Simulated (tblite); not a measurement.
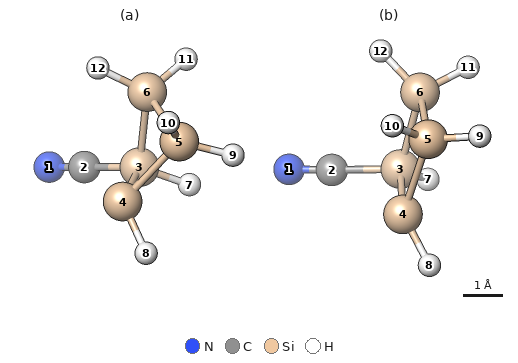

The structure of CH6NSi4 (multiplicity 2) before (left) and after (right) a relaxation, at one scale.

Style: ball-and-stick. Shown from a free direction.

Computed with GFN2-xTB geometry optimisation, gas phase in tblite. 

Summarise the run.

Answer. The energy falls by 99.0 kJ/mol in 105 geometry steps. The largest move after the best rigid fit is that of H9, 1.25 Å. Largest moves by element: H 1.25 Å, N 0.83 Å, Si 0.67 Å, C 0.40 Å. Among the contacts that change: Si3–Si5 3.039 → 3.368 Å, Si3–Si6 2.236 → 2.357 Å, Si4–Si5 2.245 → 2.346 Å, Si5–Si6 2.254 → 2.347 Å. Among the angles between lasting bonds that change: C2–Si3–H7 117.4° → 99.5°, Si4–Si3–H7 112.9° → 130.0°, Si5–Si4–H8 107.8° → 124.2°. Cost: 0.73 s on 1 thread of Arm Neoverse V2, with other jobs on the host.
